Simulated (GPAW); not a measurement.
Run report: GaH$_{2}$, geometry relaxation (part 2 of 3)

GaH$_{2}$, multiplicity 2, SMILES [GaH2]; revTPSS/plane waves, UKS, scalar-relativistic datasets (GPAW 26.7.0). The atoms were displaced at random from an optimised geometry.

Geometry of the input (Å):
```
Ga -0.7483  0.3234  -0.1979
H  0.8239  1.2263  0.6017
H  -0.2610  -1.4817  -0.2478
```

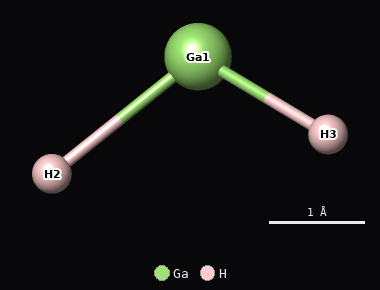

**Figure 1.** The input geometry (ball-and-stick view, seen at an oblique angle; atoms are numbered from 1 in the order of the input). Sticks mark near contacts.

**The program's output, continued**
```
SCF iterations
|iter     |     time |      energy | eigst |  dens |  magmom |
|---------|----------|-------------|-------|-------|---------|
|iter:   1| 00:02:38 |   -0.045634 | -2.29 |       |  +0.9923|
|iter:   2| 00:02:45 |   -0.073172 | -3.21 | -1.57 |  +0.9930|
|iter:   3| 00:02:51 |   -0.071050 | -3.38 | -1.65 |  +0.9958|
|iter:   4| 00:02:57 |   -0.071388c| -3.97 | -1.90 |  +0.9970|
|iter:   5| 00:03:03 |   -0.071371c| -4.65 | -2.00 |  +0.9983|
|iter:   6| 00:03:09 |   -0.071265c| -4.44 | -2.23 |  +1.0000|
|iter:   7| 00:03:15 |   -0.071284c| -4.90 | -2.47 |  +1.0003|
|iter:   8| 00:03:21 |   -0.071321c| -5.97 | -2.83 |  +1.0004|
|iter:   9| 00:03:28 |   -0.071318c| -6.21c| -2.91 |  +1.0004|
|iter:  10| 00:03:34 |   -0.071326c| -6.19c| -3.03 |  +1.0002|
|iter:  11| 00:03:39 |   -0.071320c| -6.24c| -3.26 |  +1.0001|
|iter:  12| 00:03:45 |   -0.071318c| -6.21c| -3.34 |  +1.0000|
|iter:  13| 00:03:51 |   -0.071318c| -6.36c| -3.43 |  +1.0000|
|iter:  14| 00:03:56 |   -0.071316c| -6.89c| -3.55 |  +1.0000|
|iter:  15| 00:04:02 |   -0.071327c| -6.35c| -3.59 |  +1.0000|
|iter:  16| 00:04:07 |   -0.071331c| -6.60c| -3.90 |  +1.0000|
|iter:  17| 00:04:12 |   -0.071331c| -7.46c| -4.02c|  +1.0000|

Converged in 17 steps
SCF loop duration: 95.191 s (5.599 s/step)
Energy contributions relative to reference atoms: (reference = -52909.651853)

Energy contributions:
  Kinetic:          -2.124481
  Coulomb:           0.532615
  Zero:              0.026674
  External:          0.000000
  Xc:                1.493862
  Entropy:           0.000000
  Spinorbit:         0.000000
  ----------------------------
  Free energy:      -0.071331
  Extrapolated:     -0.071331

dipole moment: (-0.271420, 0.086358, -0.103788)  # |e|*Ang

Total magnetic moment: (0.000000, 0.000000, 0.999979)

Local magnetic moments
|        x |        y |        z |
|----------|----------|----------|
| 0.000000 | 0.000000 | 0.197064 |  # Ga   0
| 0.000000 | 0.000000 | 0.073586 |  # H    1
| 0.000000 | 0.000000 | 0.062026 |  # H    2

Fermi levels: -3.316, -4.746
Eigenvalues  # (at kpt = [0.000, 0.000, 0.000])
| band index |      eig [eV] | occ [0-1] |      eig [eV] | occ [0-1] |
|------------|---------------|-----------|---------------|-----------|
|          0 |       -10.526 |     1.000 |        -9.937 |     1.000 |
|          1 |        -7.147 |     1.000 |        -6.316 |     1.000 |
|          2 |        -5.473 |     1.000 |        -4.019 |     0.000 |
|          3 |        -2.612 |     0.000 |        -2.207 |     0.000 |
|          4 |        -0.573 |     0.000 |        -0.337 |     0.000 |
|          5 |         0.019 |     0.000 |         0.417 |     0.000 |

Gap: 1.406 eV
Transition (v -> c):
  (s=1, k=0, n=2, [0.00, 0.00, 0.00]) -> (s=0, k=0, n=3, [0.00, 0.00, 0.00])
No difference between direct/indirect transitions
vacuum-level: 0.142  # V

Forces  # eV/Ang
|        x |        y |        z |
|----------|----------|----------|
|  1.98015 | -0.66414 |  0.74942 |  # Ga   0
| -1.43867 | -0.58175 | -0.68206 |  # H    1
| -0.54683 |  1.25036 | -0.06445 |  # H    2

Force computation time: 0.393  # s
LBFGS:    1 00:04:13       -0.071331        2.218941
        .----------------------------.
       /|                            |
      / |                            |
     /  |                            |
    /   |                            |
   /    |                            |
  /     |                            |
 *      |                            |
 |      |                            |
 |      |                            |
 |      |            H               |
 |      |         Ga                 |
 |      |        H                   |
 |      |                            |
 |      |                            |
 |      .----------------------------.
 |     /                            /
 |    /                            /
 |   /                            /
 |  /                            /
 | /                            /
 |/                            /
 *----------------------------*

Atoms  # Å, Bohr magnetons
|   | symbol |        x |        y |        z |    initial magnetic moments |
|---|--------|----------|----------|----------|-----------------------------|
| 0 |     Ga | 5.422488 | 6.379812 | 5.703890 | ( 0.0000,  0.0000,  0.1971) |
| 1 |      H | 6.635310 | 7.293857 | 6.353360 | ( 0.0000,  0.0000,  0.0736) |
| 2 |      H | 5.642883 | 4.777917 | 5.568209 | ( 0.0000,  0.0000,  0.0620) |

Unit cell  # Å
| periodic |         x |         y |         z |   lengths |    angles |
|----------|-----------|-----------|-----------|-----------|-----------|
|       no | 12.000000 |  0.000000 |  0.000000 | 12.000000 | 90.000000 |
|       no |  0.000000 | 12.000000 |  0.000000 | 12.000000 | 90.000000 |
|       no |  0.000000 |  0.000000 | 12.000000 | 12.000000 | 90.000000 |

Initialization done in: 4.941 s

convergence criteria:
- Maximum integral of absolute [eigenst]ate change: 1e-06 eV^2 / valence electron
- Maximum [total energy] change in last 3 cyles: 0.0005 eV / valence electron
- Maximum integral of absolute [dens]ity change: 0.0001 electrons / valence electron
maximum number of iterations: 60

SCF iterations
|iter     |     time |      energy | eigst |  dens |  magmom |
|---------|----------|-------------|-------|-------|---------|
|iter:   1| 00:04:19 |   -0.058223 | -0.86 |       |  +0.9379|
|iter:   2| 00:04:25 |   -0.754846 | -1.80 | -0.81 |  +0.9441|
|iter:   3| 00:04:31 |   -0.632480 | -1.85 | -0.89 |  +0.9644|
|iter:   4| 00:04:38 |   -0.618709 | -2.28 | -1.14 |  +0.9768|
|iter:   5| 00:04:44 |   -0.615515 | -2.92 | -1.31 |  +0.9929|
|iter:   6| 00:04:50 |   -0.614166 | -3.34 | -1.72 |  +0.9997|
|iter:   7| 00:04:56 |   -0.614895c| -3.86 | -1.92 |  +1.0013|
|iter:   8| 00:05:02 |   -0.614971c| -4.82 | -2.34 |  +1.0017|
|iter:   9| 00:05:08 |   -0.614958c| -5.07 | -2.39 |  +1.0012|
|iter:  10| 00:05:14 |   -0.614964c| -5.01 | -2.62 |  +1.0003|
|iter:  11| 00:05:20 |   -0.614957c| -6.16c| -2.93 |  +1.0002|
|iter:  12| 00:05:26 |   -0.614962c| -6.47c| -3.00 |  +1.0000|
|iter:  13| 00:05:32 |   -0.614969c| -6.45c| -3.14 |  +0.9999|
|iter:  14| 00:05:38 |   -0.614971c| -6.26c| -3.30 |  +0.9999|
|iter:  15| 00:05:44 |   -0.614971c| -6.30c| -3.35 |  +0.9999|
|iter:  16| 00:05:50 |   -0.614973c| -6.61c| -3.53 |  +0.9999|
|iter:  17| 00:05:55 |   -0.614972c| -6.84c| -3.59 |  +0.9999|
|iter:  18| 00:06:01 |   -0.614969c| -6.31c| -3.76 |  +1.0000|
|iter:  19| 00:06:06 |   -0.614971c| -6.94c| -4.06c|  +1.0000|

Converged in 19 steps
SCF loop duration: 108.480 s (5.709 s/step)
Energy contributions relative to reference atoms: (reference = -52909.651853)

Energy contributions:
  Kinetic:           8.592146
  Coulomb:          -8.488463
  Zero:              0.029621
  External:          0.000000
  Xc:               -0.748275
  Entropy:           0.000000
  Spinorbit:         0.000000
  ----------------------------
  Free energy:      -0.614971
  Extrapolated:     -0.614971

dipole moment: (-0.082645, 0.026462, -0.031313)  # |e|*Ang

Total magnetic moment: (0.000000, 0.000000, 1.000009)

Local magnetic moments
|        x |        y |        z |
|----------|----------|----------|
| 0.000000 | 0.000000 | 0.244934 |  # Ga   0
| 0.000000 | 0.000000 | 0.043285 |  # H    1
| 0.000000 | 0.000000 | 0.042341 |  # H    2

Fermi levels: -2.930, -4.054
Eigenvalues  # (at kpt = [0.000, 0.000, 0.000])
| band index |      eig [eV] | occ [0-1] |      eig [eV] | occ [0-1] |
|------------|---------------|-----------|---------------|-----------|
|          0 |       -11.103 |     1.000 |       -10.550 |     1.000 |
|          1 |        -7.695 |     1.000 |        -7.154 |     1.000 |
|          2 |        -4.781 |     1.000 |        -3.327 |     0.000 |
|          3 |        -2.532 |     0.000 |        -2.084 |     0.000 |
|          4 |        -0.370 |     0.000 |        -0.213 |     0.000 |
|          5 |         0.377 |     0.000 |         0.555 |     0.000 |

Gap: 0.795 eV
Transition (v -> c):
  (s=1, k=0, n=2, [0.00, 0.00, 0.00]) -> (s=0, k=0, n=3, [0.00, 0.00, 0.00])
No difference between direct/indirect transitions
vacuum-level: 0.142  # V

Forces  # eV/Ang
|        x |        y |        z |
|----------|----------|----------|
|  0.19935 |  0.21848 |  0.11538 |  # Ga   0
| -0.19782 | -0.14663 | -0.11120 |  # H    1
|  0.00985 | -0.07694 | -0.01387 |  # H    2

Force computation time: 0.399  # s
LBFGS:    2 00:06:07       -0.614971        0.317469
        .----------------------------.
       /|                            |
      / |                            |
     /  |                            |
    /   |                            |
   /    |                            |
  /     |                            |
 *      |                            |
 |      |                            |
 |      |                            |
 |      |            H               |
 |      |         Ga                 |
 |      |        H                   |
 |      |                            |
 |      |                            |
 |      .----------------------------.
 |     /                            /
 |    /                            /
 |   /                            /
 |  /                            /
 | /                            /
 |/                            /
 *----------------------------*

Atoms  # Å, Bohr magnetons
|   | symbol |        x |        y |        z |    initial magnetic moments |
|---|--------|----------|----------|----------|-----------------------------|
| 0 |     Ga | 5.437367 | 6.379125 | 5.710123 | ( 0.0000,  0.0000,  0.2449) |
| 1 |      H | 6.623733 | 7.288204 | 6.347609 | ( 0.0000,  0.0000,  0.0433) |
| 2 |      H | 5.639729 | 4.784209 | 5.567596 | ( 0.0000,  0.0000,  0.0423) |

Unit cell  # Å
| periodic |         x |         y |         z |   lengths |    angles |
|----------|-----------|-----------|-----------|-----------|-----------|
|       no | 12.000000 |  0.000000 |  0.000000 | 12.000000 | 90.000000 |
|       no |  0.000000 | 12.000000 |  0.000000 | 12.000000 | 90.000000 |
|       no |  0.000000 |  0.000000 | 12.000000 | 12.000000 | 90.000000 |

Initialization done in: 4.921 s

convergence criteria:
- Maximum integral of absolute [eigenst]ate change: 1e-06 eV^2 / valence electron
- Maximum [total energy] change in last 3 cyles: 0.0005 eV / valence electron
- Maximum integral of absolute [dens]ity change: 0.0001 electrons / valence electron
maximum number of iterations: 60

SCF iterations
|iter     |     time |      energy | eigst |  dens |  magmom |
|---------|----------|-------------|-------|-------|---------|
|iter:   1| 00:06:13 |   -0.611871 | -2.66 |       |  +0.9952|
|iter:   2| 00:06:19 |   -0.618675 | -3.70 | -1.88 |  +0.9957|
|iter:   3| 00:06:25 |   -0.617498 | -3.84 | -1.96 |  +0.9972|
|iter:   4| 00:06:31 |   -0.617320c| -4.46 | -2.25 |  +0.9980|
|iter:   5| 00:06:37 |   -0.617257c| -5.15 | -2.40 |  +0.9990|
|iter:   6| 00:06:43 |   -0.617231c| -5.19 | -2.67 |  +0.9996|
|iter:   7| 00:06:50 |   -0.617214c| -5.62 | -2.86 |  +1.0000|
|iter:   8| 00:06:56 |   -0.617216c| -6.41c| -3.29 |  +1.0001|
|iter:   9| 00:07:01 |   -0.617220c| -6.38c| -3.55 |  +1.0001|
|iter:  10| 00:07:06 |   -0.617216c| -6.08c| -3.71 |  +1.0000|
|iter:  11| 00:07:12 |   -0.617216c| -6.84c| -4.06c|  +1.0000|

Converged in 11 steps
SCF loop duration: 60.125 s (5.466 s/step)
Energy contributions relative to reference atoms: (reference = -52909.651853)

Energy contributions:
  Kinetic:           9.761210
  Coulomb:          -9.465577
  Zero:              0.030455
  External:          0.000000
  Xc:               -0.943304
  Entropy:           0.000000
  Spinorbit:         0.000000
  ----------------------------
  Free energy:      -0.617216
  Extrapolated:     -0.617216

dipole moment: (-0.065115, 0.027757, -0.023552)  # |e|*Ang

Total magnetic moment: (0.000000, 0.000000, 1.000017)

Local magnetic moments
|        x |        y |        z |
|----------|----------|----------|
| 0.000000 | 0.000000 | 0.247056 |  # Ga   0
| 0.000000 | 0.000000 | 0.041275 |  # H    1
| 0.000000 | 0.000000 | 0.040970 |  # H    2

Fermi levels: -2.898, -3.995
Eigenvalues  # (at kpt = [0.000, 0.000, 0.000])
| band index |      eig [eV] | occ [0-1] |      eig [eV] | occ [0-1] |
|------------|---------------|-----------|---------------|-----------|
|          0 |       -11.153 |     1.000 |       -10.604 |     1.000 |
|          1 |        -7.745 |     1.000 |        -7.223 |     1.000 |
|          2 |        -4.721 |     1.000 |        -3.270 |     0.000 |
|          3 |        -2.526 |     0.000 |        -2.078 |     0.000 |
|          4 |        -0.363 |     0.000 |        -0.207 |     0.000 |
|          5 |         0.385 |     0.000 |         0.562 |     0.000 |

Gap: 0.744 eV
Transition (v -> c):
  (s=1, k=0, n=2, [0.00, 0.00, 0.00]) -> (s=0, k=0, n=3, [0.00, 0.00, 0.00])
No difference between direct/indirect transitions
vacuum-level: 0.142  # V

Forces  # eV/Ang
|        x |        y |        z |
|----------|----------|----------|
| -0.05880 |  0.15931 | -0.00328 |  # Ga   0
|  0.02795 | -0.00220 |  0.00880 |  # H    1
|  0.03988 | -0.16149 | -0.01257 |  # H    2
```
